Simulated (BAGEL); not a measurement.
**H3O+ (oxonium): HF/6-31G(d) (density fitting with cc-pvqz-jkfit, spherical functions)**

What is the energy change on altering one bond length of H3O+ (oxonium) at HF/6-31G* (density fitting with cc-pvqz-jkfit, spherical functions)? 

The results are computed with BAGEL 1.2.2.

2 further runs of the same task are left out: 2 set aside as unsound or not needed.

## Step 1: Starting point

H3O+: 4 atoms, total charge +1, spin state singlet. SMILES: `[OH3+]`. The coordinates come from a PBE0-D4/def2-TZVP relaxation.

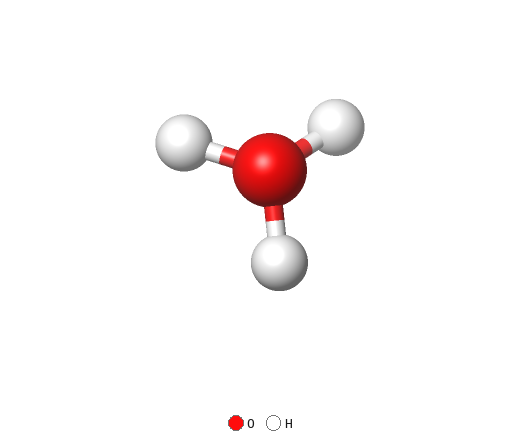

The structure, seen from a chosen angle (oxygen red, hydrogen white).

## Step 2: The energy at HF/6-31G(d) (density fitting with cc-pvqz-jkfit, spherical functions)

Input file calc.json:

```json
{ "bagel" : [

{
  "title" : "molecule",
  "basis" : "6-31gs.json",
  "df_basis" : "cc-pvqz-jkfit",
  "angstrom" : true,
  "geometry" : [
    { "atom" : "O", "xyz" : [    0.181970,   -0.056700,   -0.052760 ] },
    { "atom" : "H", "xyz" : [    0.219060,    0.918440,    0.015140 ] },
    { "atom" : "H", "xyz" : [   -0.408890,   -0.368290,   -0.767380 ] },
    { "atom" : "H", "xyz" : [    0.007860,   -0.493450,    0.805020 ] }
  ]
},
{ "title" : "hf", "charge" : 1 },
{ "title" : "print", "file" : "orbitals.molden", "orbitals" : true }

]}
```

The basis set 6-31G* is read from a file made from the Basis Set Exchange's data (not shown).

Run with:

```console
$ BAGEL_NUM_THREADS=1 BAGEL calc.json > calc.out
```

Output:

```text
* using 1 threads per process

  ===============================================================
  ===============================================================

  *** Geometry ***

  { "atom" : "O", "xyz" : [      0.343873,     -0.107147,     -0.099702 ] },
  { "atom" : "H", "xyz" : [      0.413963,      1.735600,      0.028610 ] },
  { "atom" : "H", "xyz" : [     -0.772690,     -0.695967,     -1.450138 ] },
  { "atom" : "H", "xyz" : [      0.014853,     -0.932485,      1.521267 ] },

  Number of auxiliary basis functions:      259

  Since a DF basis is specified, we compute 2- and 3-index integrals:
    o Being stored without compression. Storage requirement is 0.001 GB

  Number of basis functions:       20
  Number of electrons      :       11

    * METHOD: MOLECULE                             0.03

  *** RHF ***

  === Nuclear Repulsion ===
    13.9563073607

      * DIIS with orbital gradients will be used.

  === RHF iteration (6-31gs.json) ===
      0        -76.23140074          0.04452317           0.00
      1        -76.27588471          0.02014443           0.00
      2        -76.28655674          0.00398564           0.00
      3        -76.28699797          0.00034774           0.00
      4        -76.28700279          0.00007904           0.00
      5        -76.28700323          0.00001500           0.00
      6        -76.28700325          0.00000345           0.00
      7        -76.28700325          0.00000045           0.00
      8        -76.28700325          0.00000017           0.00
      9        -76.28700325          0.00000003           0.00
     10        -76.28700325          0.00000000           0.00
    * SCF iteration converged.

    * Permanent dipole moment:
           (    0.583553,    -0.181859,    -0.169184) a.u.

    * METHOD: HF                                   0.04

    * METHOD: PRINT                                0.00

  ===============================================================
```

Run time: 0.24 s. Hardware: 1 thread of Arm Neoverse V2, shared host.

## Step 3: The distorted shape

Input file hf.json:

```json
{ "bagel" : [

{
  "title" : "molecule",
  "basis" : "6-31gs.json",
  "df_basis" : "cc-pvqz-jkfit",
  "angstrom" : "true",
  "geometry" : [
    { "atom" : "O", "xyz" : [    0.270577,   -0.009973,    0.054407 ] },
    { "atom" : "H", "xyz" : [    0.307667,    0.965167,    0.122307 ] },
    { "atom" : "H", "xyz" : [   -0.408890,   -0.368290,   -0.767380 ] },
    { "atom" : "H", "xyz" : [    0.096467,   -0.446723,    0.912187 ] }
  ]
},
{
  "title" : "hf",
  "charge" : 1
},
{
  "title" : "print",
  "file" : "orbitals.molden",
  "orbitals" : "true"
}

]}
```

The basis set 6-31G* is read from a file made from the Basis Set Exchange's data (not shown).

Run with:

```console
$ BAGEL_NUM_THREADS=1 BAGEL hf.json > hf.out
```

Output:

```text
* using 1 threads per process

  ===============================================================
  ===============================================================

  *** Geometry ***

  { "atom" : "O", "xyz" : [      0.511316,     -0.018846,      0.102814 ] },
  { "atom" : "H", "xyz" : [      0.581406,      1.823901,      0.231127 ] },
  { "atom" : "H", "xyz" : [     -0.772690,     -0.695967,     -1.450138 ] },
  { "atom" : "H", "xyz" : [      0.182296,     -0.844184,      1.723784 ] },

  Number of auxiliary basis functions:      259

  Since a DF basis is specified, we compute 2- and 3-index integrals:
    o Being stored without compression. Storage requirement is 0.001 GB

  Number of basis functions:       20
  Number of electrons      :       11

    * METHOD: MOLECULE                             0.03

  *** RHF ***

  === Nuclear Repulsion ===
    13.3460523628

      * DIIS with orbital gradients will be used.

  === RHF iteration (6-31gs.json) ===
      0        -76.21404578          0.04498281           0.00
      1        -76.25770499          0.02195913           0.00
      2        -76.27042001          0.00397431           0.00
      3        -76.27088305          0.00039121           0.00
      4        -76.27089015          0.00009387           0.00
      5        -76.27089084          0.00001758           0.00
      6        -76.27089087          0.00000391           0.00
      7        -76.27089087          0.00000062           0.00
      8        -76.27089087          0.00000021           0.00
      9        -76.27089087          0.00000006           0.00
     10        -76.27089087          0.00000001           0.00
     11        -76.27089087          0.00000000           0.00
    * SCF iteration converged.

    * Permanent dipole moment:
           (    0.682511,    -0.124359,    -0.040009) a.u.

    * METHOD: HF                                   0.03

    * METHOD: PRINT                                0.00

  ===============================================================
```

Run time: 0.24 s. Hardware: 1 thread of Arm Neoverse V2, shared host.

## Step 4: What came out

At HF/6-31G* (density fitting with cc-pvqz-jkfit, spherical functions):

| quantity | value |
| --- | --- |
| first shape: total energy | -76.28700 Eh |
| first shape: HOMO energy | -25.91 eV |
| first shape: LUMO energy | -3.07 eV |
| first shape: HOMO–LUMO gap | 22.84 eV |
| distorted shape: total energy | -76.27089 Eh |
| distorted shape: HOMO energy | -25.41 eV |
| distorted shape: LUMO energy | -3.72 eV |
| distorted shape: HOMO–LUMO gap | 21.70 eV |
| energy change with the O1–H3 bond stretched from 0.978 to 1.125 Å | 0.438 eV |

In words: With the O1–H3 bond stretched from 0.978 to 1.125 Å the energy rises by 0.44 eV (42.3 kJ/mol). The first shape isn't relaxed at this level, so the change isn't measured from a minimum.
